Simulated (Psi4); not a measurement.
# Si2NH5F (charge +1): energy and gradient calculation

System: Si2NH5F, charge +1.
Method: B3LYP/6-31G*, RKS (Psi4 1.11).

The geometry is that of the parent species in another charge or spin state. The geometry comes from this level: PBE0-D4/def2-TZVP.

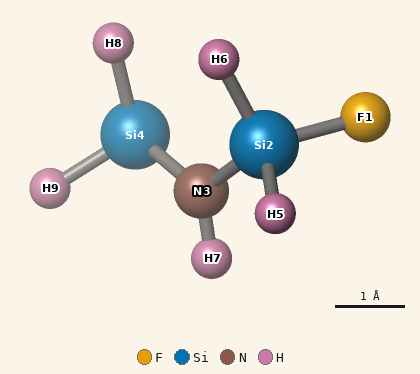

**Figure 1.** The input geometry (ball-and-stick view, seen at a tilt; atoms are numbered from 1 in the order of the input). Bond lengths as drawn: F–Si 1.60 Å, H–N 1.01 Å, H–Si 1.48 to 1.49 Å and N–Si 1.71 to 1.74 Å.

Input file (fh5nsi2.py):
```python
import psi4

psi4.set_memory(2200000000)
psi4.set_num_threads(1)
psi4.core.set_output_file('run.log', False)

m = psi4.geometry("""
1 1
F     -1.778200     1.208900    -1.181800
Si    -0.288000     1.123600    -0.604900
N      0.241500    -0.491400    -0.403000
Si     0.023600    -1.533600     0.967900
H      0.576300     1.799100    -1.598800
H     -0.302800     1.779800     0.718800
H      0.600400    -0.942200    -1.234500
H     -0.246300    -0.650000     2.136200
H      1.261800    -2.340700     1.182700
symmetry c1
no_reorient
no_com
""")

psi4.set_options({
    'puream': True,
    'e_convergence': 1e-09,
    'd_convergence': 1e-08,
    'scf_type': 'pk',
    'dft_radial_points': 99,
    'dft_spherical_points': 590,
})

result, w = psi4.gradient("b3lyp/6-31G*", molecule=m, return_wfn=True)
psi4.oeprop(w, "MAYER_INDICES", "LOWDIN_CHARGES", "QUADRUPOLE")
print('gradient / Eh bohr^-1')
print(result.np.round(6))
print(f'energy = {w.energy():.10f} Eh')
```

Command:
```bash
python fh5nsi2.py
```

Output:
```
gradient() will perform analytic gradient computation.

   => Loading Basis Set <=

    Name: 6-31G*
    Role: ORBITAL
    Keyword: BASIS

         ---------------------------------------------------------
                                   SCF
                              RKS Reference
                        1 Threads,   2098 MiB Core
         ---------------------------------------------------------

  ==> Geometry <==

    Molecular point group: c1
    Full point group: C1

    Geometry (in Angstrom), charge = 1, multiplicity = 1:

       Center              X                  Y                   Z               Mass
    ------------   -----------------  -----------------  -----------------  -----------------
         F           -1.778200000000     1.208900000000    -1.181800000000    18.998403162730
         SI          -0.288000000000     1.123600000000    -0.604900000000    27.976926534650
         N            0.241500000000    -0.491400000000    -0.403000000000    14.003074004430
         SI           0.023600000000    -1.533600000000     0.967900000000    27.976926534650
         H            0.576300000000     1.799100000000    -1.598800000000     1.007825032230
         H           -0.302800000000     1.779800000000     0.718800000000     1.007825032230
         H            0.600400000000    -0.942200000000    -1.234500000000     1.007825032230
         H           -0.246300000000    -0.650000000000     2.136200000000     1.007825032230
         H            1.261800000000    -2.340700000000     1.182700000000     1.007825032230

  Running in c1 symmetry.

  Rotational constants: A =      0.32798  B =      0.06752  C =      0.06170 [cm^-1]
  Rotational constants: A =   9832.46326  B =   2024.05292  C =   1849.86904 [MHz]
  Nuclear repulsion =  217.045251544568430

  Charge       = 1
  Multiplicity = 1
  Electrons    = 48
  Nalpha       = 24
  Nbeta        = 24

  ==> Algorithm <==

  SCF Algorithm Type is PK.
  DIIS enabled.
  MOM disabled.
  Fractional occupation disabled.
  Guess Type is SAD.
  Energy threshold   = 1.00e-09
  Density threshold  = 1.00e-08
  Integral threshold = 1.00e-12

  ==> Primary Basis <==

  Basis Set: 6-31G*
    Blend: 6-31G*
    Number of shells: 38
    Number of basis functions: 74
    Number of Cartesian functions: 78
    Spherical Harmonics?: true
    Max angular momentum: 2

  ==> DFT Potential <==

   => LibXC <=

    Version 7.1.2

   => Composite Functional: B3LYP <=

    B3LYP Hyb-GGA Exchange-Correlation Functional

    Deriv               =              1
    GGA                 =           TRUE
    Meta                =          FALSE

    Exchange Hybrid     =           TRUE
    MP2 Hybrid          =          FALSE

   => Exchange Functionals <=

    0.0800   Slater exchange
    0.7200         Becke 88

   => Exact (HF) Exchange <=

    0.2000               HF

   => Correlation Functionals <=

    0.1900   Vosko, Wilk & Nusair (VWN5_RPA)
    0.8100   Lee, Yang & Parr

   => LibXC Density Thresholds  <==

    XC_HYB_GGA_XC_B3LYP:  1.00E-15

   => Molecular Quadrature <=

    Radial Scheme          =       TREUTLER
    Pruning Scheme         =           NONE
    Nuclear Scheme         =       TREUTLER

    Blocking Scheme        =         OCTREE
    BS radius alpha        =              1
    Pruning alpha          =              1
    Radial Points          =             99
    Spherical Points       =            590
    Total Points           =         498461
    Total Blocks           =           3553
    Max Points             =            256
    Max Functions          =             72
    Weights Tolerance      =       1.00E-15

  ==> Integral Setup <==

  Using in-core PK algorithm.
   Calculation information:
      Number of atoms:                   9
      Number of AO shells:              38
      Number of primitives:            104
      Number of atomic orbitals:        78
      Number of basis functions:        74

      Integral cutoff                 1.00e-12
      Number of threads:                 1

  Performing in-core PK
  Using 7703400 doubles for integral storage.
  We computed 242813 shell quartets total.
  Whereas there are 274911 unique shell quartets.

  ==> DiskJK: Disk-Based J/K Matrices <==

    J tasked:                  Yes
    K tasked:                  Yes
    wK tasked:                  No
    Memory [MiB]:              704
    Schwarz Cutoff:          1E-12

  Cached 100.0% of DFT collocation blocks in 0.849 [GiB].

  Minimum eigenvalue in the overlap matrix is 1.9526531654E-02.
  Reciprocal condition number of the overlap matrix is 4.2193055090E-03.
    Using symmetric orthogonalization.

  ==> Pre-Iterations <==

  SCF Guess: Superposition of Atomic Densities via on-the-fly atomic UHF (no occupation information).

   -------------------------
    Irrep   Nso     Nmo
   -------------------------
     A         74      74
   -------------------------
    Total      74      74
   -------------------------

  ==> Iterations <==

                        Total Energy        Delta E     RMS |[F,P]|

   @RKS iter SAD:  -736.06228901085183   -7.36062e+02   0.00000e+00
   @RKS iter   1:  -736.06221474032236    7.42705e-05   1.06821e-02 ADIIS/DIIS
   @RKS iter   2:  -734.76647441228920    1.29574e+00   2.07745e-02 ADIIS/DIIS
   @RKS iter   3:  -736.32110333059347   -1.55463e+00   2.49690e-03 ADIIS/DIIS
   @RKS iter   4:  -736.33554159856897   -1.44383e-02   2.15170e-03 ADIIS/DIIS
   @RKS iter   5:  -736.34489515768018   -9.35356e-03   3.84456e-04 ADIIS/DIIS
   @RKS iter   6:  -736.34527493247083   -3.79775e-04   1.12137e-04 ADIIS/DIIS
   @RKS iter   7:  -736.34530519556790   -3.02631e-05   4.07396e-05 DIIS
   @RKS iter   8:  -736.34531052697992   -5.33141e-06   6.05807e-06 DIIS
   @RKS iter   9:  -736.34531063395571   -1.06976e-07   5.84396e-07 DIIS
   @RKS iter  10:  -736.34531063519216   -1.23646e-09   1.15353e-07 DIIS
   @RKS iter  11:  -736.34531063523082   -3.86535e-11   3.91849e-08 DIIS
   @RKS iter  12:  -736.34531063523582   -5.00222e-12   8.08410e-09 DIIS
  Energy and wave function converged.

  ==> Post-Iterations <==

   Electrons on quadrature grid:
      Ntotal   =   48.0000007722 ; deviation = 7.722e-07

    Orbital Energies [Eh]
    ---------------------

    Doubly Occupied:

       1A    -66.428248     2A    -66.345074     3A    -24.835654
       4A    -14.581019     5A     -5.584455     6A     -5.500505
       7A     -3.946547     8A     -3.940677     9A     -3.939118
      10A     -3.860661    11A     -3.858892    12A     -3.856406
      13A     -1.331665    14A     -1.102272    15A     -0.791108
      16A     -0.758664    17A     -0.676901    18A     -0.637711
      19A     -0.607961    20A     -0.595734    21A     -0.591422
      22A     -0.551772    23A     -0.542925    24A     -0.502359

    Virtual:

      25A     -0.374419    26A     -0.202343    27A     -0.155438
      28A     -0.120340    29A     -0.117353    30A     -0.106912
      31A     -0.067870    32A     -0.036172    33A     -0.028558
      34A     -0.016904    35A      0.026713    36A      0.037206
      37A      0.062682    38A      0.072463    39A      0.126399
      40A      0.147619    41A      0.174514    42A      0.294026
      43A      0.318499    44A      0.379242    45A      0.398700
      46A      0.424828    47A      0.443365    48A      0.495905
      49A      0.559301    50A      0.602940    51A      0.651699
      52A      0.685916    53A      0.754429    54A      0.792577
      55A      0.831779    56A      0.880029    57A      0.937806
      58A      0.971170    59A      0.982671    60A      1.014722
      61A      1.155710    62A      1.185056    63A      1.194123
      64A      1.497165    65A      1.590381    66A      1.666445
      67A      1.696403    68A      1.699969    69A      1.852937
      70A      1.933234    71A      1.977376    72A      2.057138
      73A      2.166532    74A      2.685475

    Final Occupation by Irrep:
              A
    DOCC [    24 ]
    NA   [    24 ]
    NB   [    24 ]

  @RKS Final Energy:  -736.34531063523582

   => Energetics <=

    Nuclear Repulsion Energy =            217.0452515445684298
    One-Electron Energy =               -1440.9589737970422902
    Two-Electron Energy =                 536.7024460359566547
    DFT Exchange-Correlation Energy =     -49.1340344187185281
    Empirical Dispersion Energy =           0.0000000000000000
    VV10 Nonlocal Energy =                  0.0000000000000000
    Total Energy =                       -736.3453106352358191

Computation Completed

Properties will be evaluated at   0.000000,   0.000000,   0.000000 [a0]

Properties computed using the SCF density matrix

 Multipole Moments:

 ------------------------------------------------------------------------------------
     Multipole            Electronic (a.u.)      Nuclear  (a.u.)        Total (a.u.)
 ------------------------------------------------------------------------------------

 L = 1.  Multiply by 2.5417464519 to convert [e a0] to [Debye]
 Dipole X            :         30.9159125          -30.4727786            0.4431339
 Dipole Y            :         -4.8774778            2.5441383           -2.3333395
 Dipole Z            :         14.4420431          -13.5508481            0.8911950
 Magnitude           :                                                    2.5367438

 ------------------------------------------------------------------------------------

	total time  =         10 seconds =       0.17 minutes

         ------------------------------------------------------------
                                   SCF GRAD
         ------------------------------------------------------------

  ==> Geometry <==

    Molecular point group: c1
    Full point group: C1

    Geometry (in Angstrom), charge = 1, multiplicity = 1:

       Center              X                  Y                   Z               Mass
    ------------   -----------------  -----------------  -----------------  -----------------
         F           -1.778200000000     1.208900000000    -1.181800000000    18.998403162730
         SI          -0.288000000000     1.123600000000    -0.604900000000    27.976926534650
         N            0.241500000000    -0.491400000000    -0.403000000000    14.003074004430
         SI           0.023600000000    -1.533600000000     0.967900000000    27.976926534650
         H            0.576300000000     1.799100000000    -1.598800000000     1.007825032230
         H           -0.302800000000     1.779800000000     0.718800000000     1.007825032230
         H            0.600400000000    -0.942200000000    -1.234500000000     1.007825032230
         H           -0.246300000000    -0.650000000000     2.136200000000     1.007825032230
         H            1.261800000000    -2.340700000000     1.182700000000     1.007825032230

  Nuclear repulsion =  217.045251544568430

  ==> Basis Set <==

  Basis Set: 6-31G*
    Blend: 6-31G*
    Number of shells: 38
    Number of basis functions: 74
    Number of Cartesian functions: 78
    Spherical Harmonics?: true
    Max angular momentum: 2

  ==> DirectJKGrad: Integral-Direct SCF Gradients <==

    Gradient:                    1
    J tasked:                  Yes
    K tasked:                  Yes
    wK tasked:                  No
    Integrals threads:           1
    Schwarz Cutoff:          1E-12

  ==> DFT Potential <==

   => LibXC <=

    Version 7.1.2

   => Composite Functional: B3LYP <=

    B3LYP Hyb-GGA Exchange-Correlation Functional

    Deriv               =              1
    GGA                 =           TRUE
    Meta                =          FALSE

    Exchange Hybrid     =           TRUE
    MP2 Hybrid          =          FALSE

   => Exchange Functionals <=

    0.0800   Slater exchange
    0.7200         Becke 88

   => Exact (HF) Exchange <=

    0.2000               HF

   => Correlation Functionals <=

    0.1900   Vosko, Wilk & Nusair (VWN5_RPA)
    0.8100   Lee, Yang & Parr

   => LibXC Density Thresholds  <==

    XC_HYB_GGA_XC_B3LYP:  1.00E-15

   => Molecular Quadrature <=

    Radial Scheme          =       TREUTLER
    Pruning Scheme         =           NONE
    Nuclear Scheme         =       TREUTLER

    Blocking Scheme        =         OCTREE
    BS radius alpha        =              1
    Pruning alpha          =              1
    Radial Points          =             99
    Spherical Points       =            590
    Total Points           =         498461
    Total Blocks           =           3553
    Max Points             =            256
    Max Functions          =             72
    Weights Tolerance      =       1.00E-15

  -Total Gradient:
     Atom            X                  Y                   Z
    ------   -----------------  -----------------  -----------------
       1        0.001222469649     0.008125594765     0.000027602501
       2        0.021893454463    -0.064888465496     0.007896638298
       3        0.005928051845     0.064828076624    -0.027691603613
       4       -0.045329841277    -0.050699107339     0.005077090115
       5       -0.004763171239     0.007382946706    -0.002564376927
       6       -0.002685506958     0.006203453963    -0.001241183518
       7       -0.006768498763     0.003807787131     0.009210291702
       8        0.015603136516     0.009461022306     0.002142214209
       9        0.014859739775     0.015753978789     0.007112392696

	total time  =          4 seconds =       0.07 minutes

Properties will be evaluated at   0.000000,   0.000000,   0.000000 [a0]
OEProp: No title given, name of density matrix used for the following properties is 'SCF density'

 Multipole Moments:

 ------------------------------------------------------------------------------------
     Multipole            Electronic (a.u.)      Nuclear  (a.u.)        Total (a.u.)
 ------------------------------------------------------------------------------------

 L = 1.  Multiply by 2.5417464519 to convert [e a0] to [Debye]
 Dipole X            :         30.9159125          -30.4727786            0.4431339
 Dipole Y            :         -4.8774778            2.5441383           -2.3333395
 Dipole Z            :         14.4420431          -13.5508481            0.8911950
 Magnitude           :                                                    2.5367438

 L = 2.  Multiply by 1.3450342976 to convert [e a0^2] to [Debye ang]
 Quadrupole XX       :       -142.8744356          115.9607562          -26.9136794
 Quadrupole XY       :        101.3372033         -100.2610783            1.0761249
 Quadrupole XZ       :        -73.7369366           71.6952695           -2.0416671
 Quadrupole YY       :       -295.9999198          280.8232518          -15.1766679
 Quadrupole YZ       :        161.5534675         -165.5516827           -3.9982152
 Quadrupole ZZ       :       -172.8725406          151.7843999          -21.0881407
 Traceless XX        :         61.0411964          -66.8953798           -5.8541834
 Traceless YY        :        -92.0842878           97.9671159            5.8828281
 Traceless ZZ        :         31.0430914          -31.0717361           -0.0286447

 ------------------------------------------------------------------------------------
  Lowdin Charges: (a.u.)
   Center  Symbol    Alpha    Beta     Spin     Total
       1     F     4.62061  4.62061  0.00000 -0.24122
       2    SI     6.70169  6.70169  0.00000  0.59661
       3     N     3.73519  3.73519  0.00000 -0.47038
       4    SI     6.64330  6.64330  0.00000  0.71340
       5     H     0.50410  0.50410  0.00000 -0.00819
       6     H     0.51431  0.51431  0.00000 -0.02863
       7     H     0.34586  0.34586  0.00000  0.30827
       8     H     0.46989  0.46989  0.00000  0.06022
       9     H     0.46504  0.46504  0.00000  0.06992

  Total alpha = 24.00000, Total beta = 24.00000, Total charge =  1.00000

  Mayer Bond Indices:

  Irrep: 1 Size: 9 x 9

                 1                   2                   3                   4                   5

    1     0.00000000000000     1.04271369698822     0.00544909468964     0.00472112234579     0.01505483887020
    2     1.04271369698822     0.00000000000000     0.83668999750559     0.05785957412863     0.92006882038955
    3     0.00544909468964     0.83668999750559     0.00000000000000     1.42619300012641     0.00189238990041
    4     0.00472112234579     0.05785957412863     1.42619300012641     0.00000000000000     0.02044158067844
    5     0.01505483887020     0.92006882038955     0.00189238990041     0.02044158067844     0.00000000000000
    6     0.01798571565919     0.92412451109885     0.00245296866439     0.00717428119315     0.01163563258622
    7    -0.00260887339254     0.00158550542396     0.78214106356166     0.00375477656116     0.00014996729689
    8     0.00039348502541     0.00217467512143     0.01785621612284     0.93122101156089     0.00060352800093
    9     0.00006925668100     0.00468631378778     0.01408494557687     0.92962216401653     0.00410679624125

                 6                   7                   8                   9

    1     0.01798571565919    -0.00260887339254     0.00039348502541     0.00006925668100
    2     0.92412451109885     0.00158550542396     0.00217467512143     0.00468631378778
    3     0.00245296866439     0.78214106356166     0.01785621612284     0.01408494557687
    4     0.00717428119315     0.00375477656116     0.93122101156089     0.92962216401653
    5     0.01163563258622     0.00014996729689     0.00060352800093     0.00410679624125
    6     0.00000000000000     0.00521246913852     0.00185478258260     0.00005846991262
    7     0.00521246913852     0.00000000000000     0.00424631796360     0.00014081416334
    8     0.00185478258260     0.00424631796360     0.00000000000000     0.02609176911026
    9     0.00005846991262     0.00014081416334     0.02609176911026     0.00000000000000

  Atomic Valences:

 #  #
 Irrep: 1
      1:    1.083778336866917
      2:    3.789903094444024
      3:    3.086759676147817
      4:    3.380987510611012
      5:    0.973953553963897
      6:    0.970498830835555
      7:    0.794622040716591
      8:    0.984441785487967
      9:    0.978860529489654
```

Standard output:
```
gradient / Eh bohr^-1
[[ 1.2220e-03  8.1260e-03  2.8000e-05]
 [ 2.1893e-02 -6.4888e-02  7.8970e-03]
 [ 5.9280e-03  6.4828e-02 -2.7692e-02]
 [-4.5330e-02 -5.0699e-02  5.0770e-03]
 [-4.7630e-03  7.3830e-03 -2.5640e-03]
 [-2.6860e-03  6.2030e-03 -1.2410e-03]
 [-6.7680e-03  3.8080e-03  9.2100e-03]
 [ 1.5603e-02  9.4610e-03  2.1420e-03]
 [ 1.4860e-02  1.5754e-02  7.1120e-03]]
energy = -736.3453106352 Eh
```

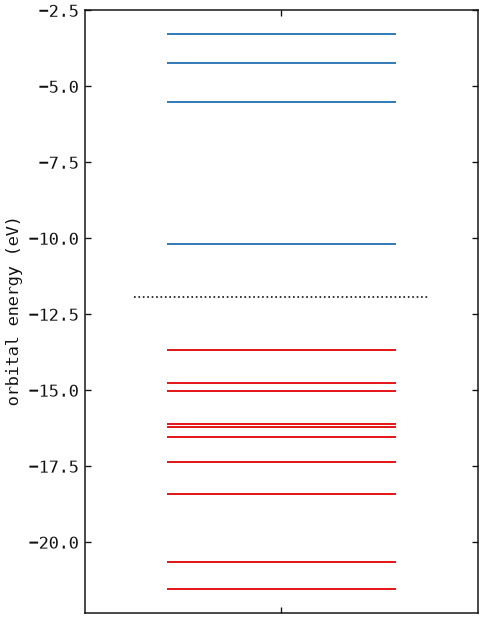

**Figure 2.** Orbital energies near the frontier; the dotted line parts filled from empty levels, and levels within 0.02 eV of each other stand side by side. Highest filled −13.67 eV, lowest empty −10.19 eV, 3.48 eV apart.

Results in brief:

- outcome: converged
- total energy: −736.345311 hartree
- basis functions: 74
- largest force: 3.638 eV/Å
- HOMO: −13.67 eV
- LUMO: −10.19 eV
- hardware: 1 thread of Intel Xeon (Granite Rapids), 32 GiB of memory available, shared host
- wall time: 16 s
- peak memory: 1.2 GiB
